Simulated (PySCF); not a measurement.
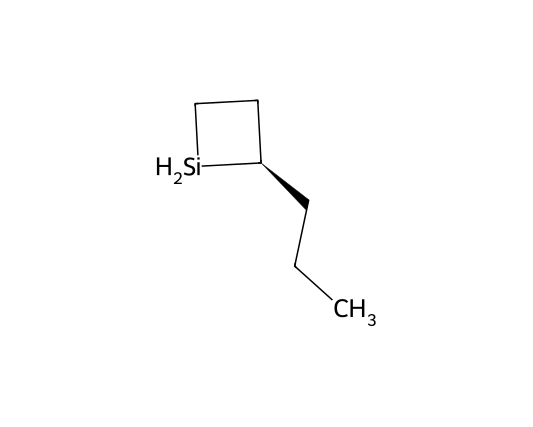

The computed structure is the end point of a GFN2-xTB optimisation. No frequency run is at hand to confirm it as a minimum. Method: PBE0/def2-SVPD, gas phase (PySCF 2.14.0). Excitations: vertical, linear response.

Q: Give the dipole moment at this level.

A: 0.33 D.

Q: Give the LUMO energy (Kohn–Sham orbital) at this level.

A: 0.26 eV.

Q: What is the HOMO energy (Kohn–Sham orbital)?

A: −7.38 eV.

Q: Give the mean static polarisability at this level.

A: 97.8 bohr³.

The geometry is semi-empirical. Around Si such bond lengths and angles can be off by a tenth of an ångström or more and by several degrees, and values that hang on the shape move with them.
